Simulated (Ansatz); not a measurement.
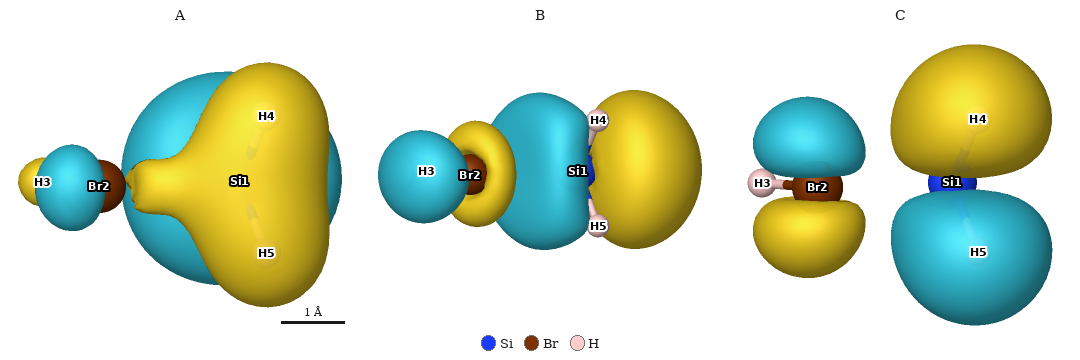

*H2Si···HBr. Three frontier orbitals at ±0.08 Å⁻³ᐟ² (yellow and cyan are the two phases), in no order.*

The product side of a reaction path; geometry: PBE0-D4/def2-TZVP.

All numbers below come from RKS PBE0-D4/def2-TZVPP in Ansatz 0.2.0.

```xyz
5

Si    0.3756    1.0763    0.2225
Br   -0.5498   -1.2532   -0.5594
H    -0.9860   -0.8940   -1.8694
H    -0.4136    0.7998    1.4963
H     1.5739    0.2711    0.7099
```

**Order the three orbitals by energy and name them.**

C is the HOMO−1 (−8.44 eV). It lies mainly on Si1 (about 40 %), H4 (about 25 %), H5 (about 25 %) and Br2 (about 15 %). A is the HOMO (−6.16 eV). It lies mainly on Si1 (about 75 %), H4 (about 10 %) and H5 (about 10 %). B is the LUMO (−1.36 eV). By Hirshfeld shares it lies mainly on Si1 (about 70 %) and Br2 (about 20 %).

**What is the HOMO–LUMO gap?**

4.80 eV between the orbital energies.
